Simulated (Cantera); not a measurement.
Feed: 1 mol Si, a varied amount of HBr, held at 225 °C and 13.3 mbar.

These are equilibrium values from Cantera (NASA tables, ideal gas, pure condensed phases), not measurements of a reactor. Candidate condensed phases: Br2, Si; 19 gas species. Rates play no part.

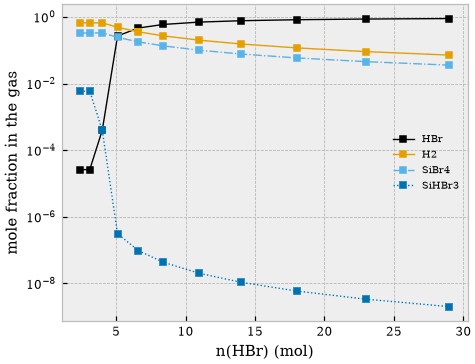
Figure. Equilibrium gas composition (values under 1e-9 drawn at 1e-9)

**Question.** Read off the mole fractions at 2.4 mol HBr.

**Answer.** H2 about 0.66, SiBr4 about 0.33, SiHBr3 about 0.0059, HBr about 2.6e-5.
